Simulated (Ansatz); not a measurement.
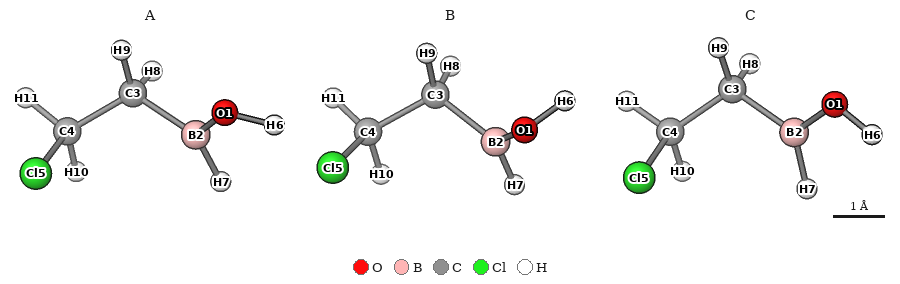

3 geometries from one relaxation of C2H6BClO, in shuffled order. The picture is a ball-and-stick view, seen at a tilt.

The run prepares an end point of a later path (hydrogen shift) calculation, from a guessed geometry.

Level of theory: RKS PBE-D4/cc-pVDZ (Ansatz 0.2.0). Set-up: no spin polarisation; force threshold 0.02 eV/Å; at most 50 steps.

Put them in the order of the run, from the start to the converged end.

B, A, C. They are steps 0, 3, 12, at +1.224 eV, +0.173 eV relative to the last. The energy falls by 1.224 eV in 12 geometry steps. The largest force component goes from 3.3 to 0.01 eV/Å. The largest move after the best rigid fit is that of H6, 0.69 Å. By element the largest moves are H 0.69 Å, O 0.60 Å, Cl 0.25 Å, B 0.21 Å, C 0.13 Å. Near-neighbour distances that change, for instance: O1–B2 1.457 → 1.367 Å, C4–Cl5 1.740 → 1.827 Å, B2–H7 1.152 → 1.224 Å, C3–H9 1.169 → 1.110 Å. Among the angles between lasting bonds that change: C3–C4–H10 104.3° → 112.1°, Cl5–C4–H11 113.1° → 105.6°, B2–O1–H6 106.0° → 111.5°. Groups turn about O1–B2 by about 85°, B2–C3 by about 25°.
